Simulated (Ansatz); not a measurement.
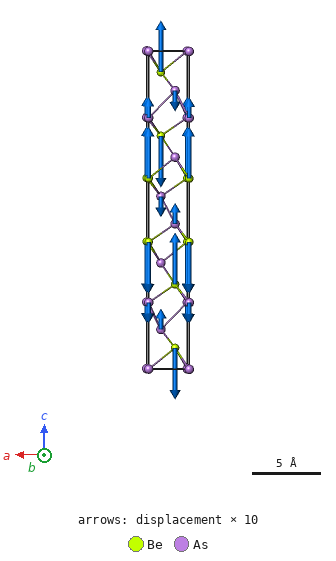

A relaxation of crystalline Be2As3 (built on the tetradymite_166 type). The starting structure is drawn; blue arrows show the displacements (the part carried along by the change of the cell is left out), 10 times their true length.

Style: ball-and-stick. Shown: the conventional cell (3 times the calculation's cell), from a free direction. Lengths and directions refer to the drawn axes.

Case: tetradymite type (R-3m, No. 166).

All numbers below come from Ansatz, DFT PBE, scalar-relativistic, plane waves, PAW.

Input
```yaml
crystal:
  lattice:
    - [1.6983867007, 0.9805640188, 7.872883874]
    - [-1.6983867007, 0.9805640188, 7.872883874]
    - [0.0, -1.9611280377, 7.872883874]
  atoms:
    - { symbol: Be, position: [0.4, 0.4, 0.4] }
    - { symbol: Be, position: [0.6, 0.6, 0.6] }
    - { symbol: As, position: [0.0, 0.0, 0.0] }
    - { symbol: As, position: [0.2095, 0.2095, 0.2095] }
    - { symbol: As, position: [0.7905, 0.7905, 0.7905] }
basis:
  ecutwfc: 420
kpoints:
  mp_grid: { grid: [12, 12, 12] }
hamiltonian:
  xc: pbe
scf:
  occupations: { method: gaussian, width: 0.1 }
output:
  forces: true
  stress: true
  eigenvalues: true
relax:
  adjacent_minimum: "off"
  f_tol: 0.01
  max_steps: 80
  cell: { stress_tol: 0.05 }
```

Command:
```bash
ansatz run input.yaml --threads 1 --pin off --max-ram 2560MiB --backend cpu --events-out ev --progress --plain --runs-dir out
```

What happened in the run?

Answer. After 9 accepted moves (10 points after the start) the energy has fallen by 85.5 meV per atom. Largest force component: 0.33 eV/Å at the start, 0.0014 eV/Å at the end. The pressure goes from −1.95 to 0.03 GPa. The SCF was repeated once at an unchanged geometry on a basis and grid sized afresh for the cell, which shifted the energy by 0.2 meV per atom at most. The largest moves relative to the cell, 0.38 Å, are those of Be1 and Be2. Be2 goes along +c. By element the largest moves are Be 0.38 Å, As 0.16 Å. Cell: a = b 3.397 → 3.586 Å (+5.6 %), c 23.619 → 21.516 Å (−8.9 %). Volume +1.5 %. Among the contacts that change: Be1–As5 2.381 → 2.724 Å, As4–As5 2.818 → 2.576 Å, Be1–As3 2.515 → 2.321 Å. Bond angles that change, for instance: Be1–As3–Be2 95.0° → 78.9°, As3–Be1–As3 85.0° → 101.1°, Be1–As3–Be1 85.0° → 101.1°. The space group stays R-3m (No. 166).
